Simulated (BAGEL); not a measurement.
# A workflow on BSiH5 (boranylsilane)

Wanted: a single-point energy (HF/def2-SVP), then the energy (NEVPT2(2,2)/def2-SVP), then the energy (CASPT2(2,2)/def2-SVP) of BSiH5 (boranylsilane). 

The calculation is run with BAGEL 1.2.2.

1 further run of the same task is left out (set aside as unsound or not needed).

### Step 1. The molecule

The species is BSiH5 (7 atoms), meant as a singlet with charge 0. SMILES: `B[SiH3]`. The B1–H4 distance was set to 2.271 Å, away from the relaxed value. At this shape a bond of the SMILES string is far longer than usual.

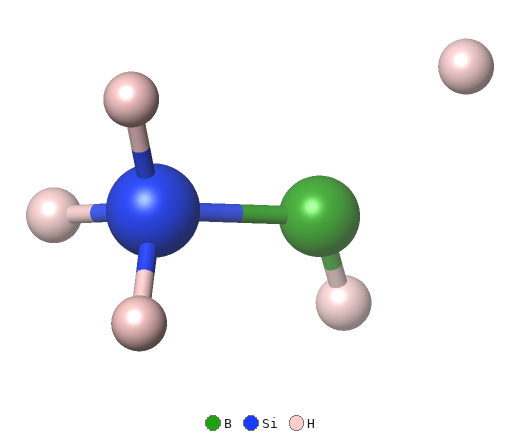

Viewed from a chosen angle; boron green, silicon blue, hydrogen pink.

### Step 2. The energy at HF/def2-SVP (density fitting with svp-jkfit) (run 1)

Input file input.json:

```json
{ "bagel" : [

{
  "title" : "molecule",
  "basis" : "svp",
  "df_basis" : "svp-jkfit",
  "angstrom" : false,
  "geometry" : [
    { "atom" : "B", "xyz" : [ -1.69669060, -1.03338350,  0.16310037 ] },
    { "atom" : "Si", "xyz" : [ -1.44667983,  2.69750278, -0.50359500 ] },
    { "atom" : "H", "xyz" : [ -3.74288605, -1.98127013,  0.32523887 ] },
    { "atom" : "H", "xyz" : [  1.71284776, -3.59520395,  0.63381414 ] },
    { "atom" : "H", "xyz" : [ -2.77912573,  3.27972740, -2.91998780 ] },
    { "atom" : "H", "xyz" : [ -2.79348764,  4.07964847,  1.55261599 ] },
    { "atom" : "H", "xyz" : [  1.17134674,  3.70567167, -0.67556008 ] }
  ]
},
{ "title" : "hf" },
{ "title" : "print", "file" : "orbitals.molden", "orbitals" : true }

]}
```

Command:

```console
$ BAGEL_NUM_THREADS=1 BAGEL input.json > input.out
```

The log of the run:

```text
* using 1 threads per process

  ===============================================================
  ===============================================================

  *** Geometry ***

  { "atom" : "B", "xyz" : [     -1.696691,     -1.033384,      0.163100 ] },
  { "atom" : "Si", "xyz" : [     -1.446680,      2.697503,     -0.503595 ] },
  { "atom" : "H", "xyz" : [     -3.742886,     -1.981270,      0.325239 ] },
  { "atom" : "H", "xyz" : [      1.712848,     -3.595204,      0.633814 ] },
  { "atom" : "H", "xyz" : [     -2.779126,      3.279727,     -2.919988 ] },
  { "atom" : "H", "xyz" : [     -2.793488,      4.079648,      1.552616 ] },
  { "atom" : "H", "xyz" : [      1.171347,      3.705672,     -0.675560 ] },

  Number of auxiliary basis functions:      293

  Since a DF basis is specified, we compute 2- and 3-index integrals:
    o Being stored without compression. Storage requirement is 0.008 GB

  Number of basis functions:       57
  Number of electrons      :       24

    * METHOD: MOLECULE                             0.07

  *** RHF ***

  === Nuclear Repulsion ===
    45.7159354841

      * DIIS with orbital gradients will be used.

  === RHF iteration (svp) ===
      0       -316.17678987          0.01053054           0.01
      1       -316.22240502          0.00324807           0.01
      2       -316.22761582          0.00072247           0.01
      3       -316.22785563          0.00015796           0.01
      4       -316.22787041          0.00004037           0.01
      5       -316.22787146          0.00001082           0.01
      6       -316.22787153          0.00000332           0.01
      7       -316.22787154          0.00000072           0.01
      8       -316.22787154          0.00000016           0.01
      9       -316.22787154          0.00000004           0.01
     10       -316.22787154          0.00000001           0.01
     11       -316.22787154          0.00000000           0.01
    * SCF iteration converged.

    * Permanent dipole moment:
           (    0.656538,    -0.474207,     0.087179) a.u.

    * METHOD: HF                                   0.16

    * METHOD: PRINT                                0.01

  ===============================================================
```

Wall time 0.44 s (1 thread of Intel Xeon Platinum 8488C (Sapphire Rapids), shared host); peak memory 0.15 GiB.

### Step 3. A single-point energy at NEVPT2(2,2)/def2-SVP (density fitting with svp-jkfit) (run 2)

Input file input.json:

```json
{ "bagel" : [

{
  "title" : "molecule",
  "basis" : "svp",
  "df_basis" : "svp-jkfit",
  "geometry" : [
    { "atom" : "B", "xyz" : [    -1.69669060,    -1.03338350,     0.16310037 ] },
    { "atom" : "Si", "xyz" : [    -1.44667983,     2.69750278,    -0.50359500 ] },
    { "atom" : "H", "xyz" : [    -3.74288605,    -1.98127013,     0.32523887 ] },
    { "atom" : "H", "xyz" : [     1.71284776,    -3.59520395,     0.63381414 ] },
    { "atom" : "H", "xyz" : [    -2.77912573,     3.27972740,    -2.91998780 ] },
    { "atom" : "H", "xyz" : [    -2.79348764,     4.07964847,     1.55261599 ] },
    { "atom" : "H", "xyz" : [     1.17134674,     3.70567167,    -0.67556008 ] }
  ]
},

{
  "title" : "hf"
},

{
  "title" : "nevpt2",
  "nstate" : 1,
  "nact" : 2,
  "nclosed" : 11,
  "active" : [12, 14],
  "maxiter" : 200,
  "natocc" : true,
  "ncore" : 6
},

{
  "title" : "print",
  "file" : "orbitals.molden",
  "orbitals" : true
}

]}
```

Command:

```console
$ BAGEL_NUM_THREADS=1 BAGEL input.json > input.out
```

The log of the run:

```text
* using 1 threads per process

  ===============================================================
  ===============================================================

  *** Geometry ***

  { "atom" : "B", "xyz" : [     -1.696691,     -1.033384,      0.163100 ] },
  { "atom" : "Si", "xyz" : [     -1.446680,      2.697503,     -0.503595 ] },
  { "atom" : "H", "xyz" : [     -3.742886,     -1.981270,      0.325239 ] },
  { "atom" : "H", "xyz" : [      1.712848,     -3.595204,      0.633814 ] },
  { "atom" : "H", "xyz" : [     -2.779126,      3.279727,     -2.919988 ] },
  { "atom" : "H", "xyz" : [     -2.793488,      4.079648,      1.552616 ] },
  { "atom" : "H", "xyz" : [      1.171347,      3.705672,     -0.675560 ] },

  Number of auxiliary basis functions:      293

  Since a DF basis is specified, we compute 2- and 3-index integrals:
    o Being stored without compression. Storage requirement is 0.008 GB

  Number of basis functions:       57
  Number of electrons      :       24

    * METHOD: MOLECULE                             0.07

  *** RHF ***

  === Nuclear Repulsion ===
    45.7159354841

      * DIIS with orbital gradients will be used.

  === RHF iteration (svp) ===
      0       -316.17678987          0.01053054           0.01
      1       -316.22240502          0.00324807           0.01
      2       -316.22761582          0.00072247           0.01
      3       -316.22785563          0.00015796           0.01
      4       -316.22787041          0.00004037           0.01
      5       -316.22787146          0.00001082           0.01
      6       -316.22787153          0.00000332           0.01
      7       -316.22787154          0.00000072           0.01
      8       -316.22787154          0.00000016           0.01
      9       -316.22787154          0.00000004           0.01
     10       -316.22787154          0.00000001           0.01
     11       -316.22787154          0.00000000           0.01
    * SCF iteration converged.

    * Permanent dipole moment:
           (    0.656538,    -0.474207,     0.087179) a.u.

    * METHOD: HF                                   0.16

    * freezing 6 orbitals
  ---------------------------
      CASSCF calculation
  ---------------------------

    ==== Active orbitals : =====
         Orbital 12
         Orbital 14
    ============================

    * nstate   :      1
    * nclosed  :     11
    * nact     :      2
    * nvirt    :     44
  === CASSCF iteration (svp) ===

    * Using the second-order algorithm

      0  0      -316.25321551     4.56e-03      0.00

      1  0      -316.27404719     1.69e-03      0.06

      2  0      -316.27589327     5.93e-04      0.06

      3  0      -316.27598005     1.70e-04      0.07

      4  0      -316.27598535     4.55e-05      0.06

      5  0      -316.27598571     1.21e-05      0.06

      6  0      -316.27598574     3.18e-06      0.06

      7  0      -316.27598574     8.39e-07      0.06

      8  0      -316.27598574     2.21e-07      0.06

      9  0      -316.27598574     5.83e-08      0.06

     10  0      -316.27598574     1.54e-08      0.05

     11  0      -316.27598574     4.05e-09      0.05

    * Second-order optimization converged. *

     guess   0:   closed 1.                   open ..

  === FCI iteration ===

      0  0      -316.22323735     7.73e-02      0.00
      1  0      -316.27501129     9.69e-03      0.00
      2  0 *    -316.27598574     5.74e-16      0.00

     * ci vector, state   0, <S^2> = 0.0000
       2.     0.9462145688
       .2    -0.3235397810

  === DF-NEVPT2 calculation ===

    * 3-index integral transformation done
    * assembly done

      NEVPT2 correlation energy:   -0.1661614988      0.03

          (+0)     -0.1408930238
          (+0)'    -0.0054405060
          (+1)     -0.0037652116
          (+1)'    -0.0000000000
          (+2)     -0.0001996536
          (-1)     -0.0131704691
          (-1)'     0.0000000000
          (-2)     -0.0026926347

      NEVPT2 total energy:       -316.4421472391

    * METHOD: NEVPT2                               0.74

    * METHOD: PRINT                                0.01

  ===============================================================
```

Wall time 1.2 s (1 thread of Intel Xeon Platinum 8488C (Sapphire Rapids), shared host); peak memory 0.15 GiB.

### Step 4. A single-point energy at CASPT2(2,2)/def2-SVP (density fitting with svp-jkfit) (run 3)

Input file caspt2.json:

```json
{ "bagel" : [

{
  "title" : "molecule",
  "basis" : "svp",
  "df_basis" : "svp-jkfit",
  "angstrom" : false,
  "geometry" : [
    { "atom" : "B", "xyz" : [    -1.69669060,    -1.03338350,     0.16310037 ] },
    { "atom" : "Si", "xyz" : [    -1.44667983,     2.69750278,    -0.50359500 ] },
    { "atom" : "H", "xyz" : [    -3.74288605,    -1.98127013,     0.32523887 ] },
    { "atom" : "H", "xyz" : [     1.71284776,    -3.59520395,     0.63381414 ] },
    { "atom" : "H", "xyz" : [    -2.77912573,     3.27972740,    -2.91998780 ] },
    { "atom" : "H", "xyz" : [    -2.79348764,     4.07964847,     1.55261599 ] },
    { "atom" : "H", "xyz" : [     1.17134674,     3.70567167,    -0.67556008 ] }
  ]
},

{
  "title" : "hf"
},

{
  "title" : "casscf",
  "nstate" : 1,
  "nact" : 2,
  "nclosed" : 11,
  "active" : [12, 14],
  "maxiter" : 200,
  "natocc" : true
},

{
  "title" : "print",
  "file" : "orbitals.molden",
  "orbitals" : true
},

{
  "title" : "smith",
  "method" : "caspt2",
  "ms" : true,
  "xms" : true,
  "sssr" : true,
  "shift" : 0.2,
  "shift_imag" : true,
  "ncore" : 6
}

]}
```

Command:

```console
$ BAGEL_NUM_THREADS=1 BAGEL caspt2.json > caspt2.out
```

The log of the run:

```text
* using 1 threads per process

  ===============================================================
  ===============================================================

  *** Geometry ***

  { "atom" : "B", "xyz" : [     -1.696691,     -1.033384,      0.163100 ] },
  { "atom" : "Si", "xyz" : [     -1.446680,      2.697503,     -0.503595 ] },
  { "atom" : "H", "xyz" : [     -3.742886,     -1.981270,      0.325239 ] },
  { "atom" : "H", "xyz" : [      1.712848,     -3.595204,      0.633814 ] },
  { "atom" : "H", "xyz" : [     -2.779126,      3.279727,     -2.919988 ] },
  { "atom" : "H", "xyz" : [     -2.793488,      4.079648,      1.552616 ] },
  { "atom" : "H", "xyz" : [      1.171347,      3.705672,     -0.675560 ] },

  Number of auxiliary basis functions:      293

  Since a DF basis is specified, we compute 2- and 3-index integrals:
    o Being stored without compression. Storage requirement is 0.008 GB

  Number of basis functions:       57
  Number of electrons      :       24

    * METHOD: MOLECULE                             0.07

  *** RHF ***

  === Nuclear Repulsion ===
    45.7159354841

      * DIIS with orbital gradients will be used.

  === RHF iteration (svp) ===
      0       -316.17678987          0.01053054           0.01
      1       -316.22240502          0.00324807           0.01
      2       -316.22761582          0.00072247           0.01
      3       -316.22785563          0.00015796           0.01
      4       -316.22787041          0.00004037           0.01
      5       -316.22787146          0.00001082           0.01
      6       -316.22787153          0.00000332           0.01
      7       -316.22787154          0.00000072           0.01
      8       -316.22787154          0.00000016           0.01
      9       -316.22787154          0.00000004           0.01
     10       -316.22787154          0.00000001           0.01
     11       -316.22787154          0.00000000           0.01
    * SCF iteration converged.

    * Permanent dipole moment:
           (    0.656538,    -0.474207,     0.087179) a.u.

    * METHOD: HF                                   0.15

  ---------------------------
      CASSCF calculation
  ---------------------------

    ==== Active orbitals : =====
         Orbital 12
         Orbital 14
    ============================

    * nstate   :      1
    * nclosed  :     11
    * nact     :      2
    * nvirt    :     44
  === CASSCF iteration (svp) ===

    * Using the second-order algorithm

      0  0      -316.25321551     4.56e-03      0.00

      1  0      -316.27404719     1.69e-03      0.06

      2  0      -316.27589327     5.93e-04      0.06

      3  0      -316.27598005     1.70e-04      0.06

      4  0      -316.27598535     4.55e-05      0.06

      5  0      -316.27598571     1.21e-05      0.06

      6  0      -316.27598574     3.18e-06      0.06

      7  0      -316.27598574     8.39e-07      0.06

      8  0      -316.27598574     2.21e-07      0.06

      9  0      -316.27598574     5.83e-08      0.06

     10  0      -316.27598574     1.54e-08      0.05

     11  0      -316.27598574     4.05e-09      0.05

    * Second-order optimization converged. *

     guess   0:   closed 1.                   open ..

  === FCI iteration ===

      0  0      -316.22323735     7.73e-02      0.00
      1  0      -316.27501129     9.69e-03      0.00
      2  0 *    -316.27598574     5.74e-16      0.00

     * ci vector, state   0, <S^2> = 0.0000
       2.     0.9462145688
       .2    -0.3235397810

    * METHOD: CASSCF                               0.66

    * METHOD: PRINT                                0.01

  === SMITH program ===

    * freezing 6 orbitals

    * Approximate memory requirement for SMITH calulation per MPI process:
      o Storage requirement for T-amplitude, lambda, and residual is 0.00 GB
      o Storage requirement for MO integrals is 0.00 GB
    * Calculating and saving rdm4f

    * Zeroth order energy : state  0       -0.5656032919

    * CASPT2 iteration is performed using orthogonal basis

      -------------------------------------------  CASPT2 iteration  ---------------------------------------------------
       #      aibj      arbs      arbi      airj      risj      airs      arst      rist         Etot      error   time
      ------------------------------------------------------------------------------------------------------------------

       0  -0.14001  -0.00335  -0.01382  -0.00420  -0.00032  -0.00518  -0.00000  -0.00000   -0.1668857  0.0009050   0.02
       1  -0.14006  -0.00336  -0.01384  -0.00423  -0.00033  -0.00526   0.00000  -0.00000   -0.1670807  0.0001291   0.01
       2  -0.14006  -0.00336  -0.01384  -0.00423  -0.00033  -0.00526  -0.00000  -0.00000   -0.1670847  0.0000206   0.02
       3  -0.14006  -0.00336  -0.01384  -0.00423  -0.00034  -0.00526  -0.00000  -0.00000   -0.1670848  0.0000033   0.01
       4  -0.14006  -0.00336  -0.01384  -0.00423  -0.00034  -0.00526   0.00000  -0.00000   -0.1670848  0.0000004   0.02

      ------------------------------------------------------------------------------------------------------------------

    * CASPT2 energy : state  0     -316.4445987914
        w/o shift correction       -316.4430704932
        reference weight              0.9308223724

    * METHOD: SMITH                                0.11

  ===============================================================
```

Run time: 1.2 s. Hardware: 1 thread of Intel Xeon Platinum 8488C (Sapphire Rapids), shared host; peak memory 0.15 GiB.

### Step 5. What came out

| quantity | value |
| --- | --- |
| run 1, HF/def2-SVP: total energy | -316.22787 Eh |
| run 1, HF/def2-SVP: dipole moment | 2.07 D |
| run 1, HF/def2-SVP: HOMO energy | -9.38 eV |
| run 1, HF/def2-SVP: LUMO energy | 0.63 eV |
| run 1, HF/def2-SVP: HOMO–LUMO gap | 10.01 eV |
| run 2, NEVPT2(2,2)/def2-SVP: total energy | -316.44215 Eh |
| run 3, CASPT2(2,2)/def2-SVP: total energy | -316.44460 Eh |

What this shows: One bond (run 1, HF/def2-SVP) is far stretched, which a spin-restricted single reference describes badly; a broken-symmetry solution may lie lower.
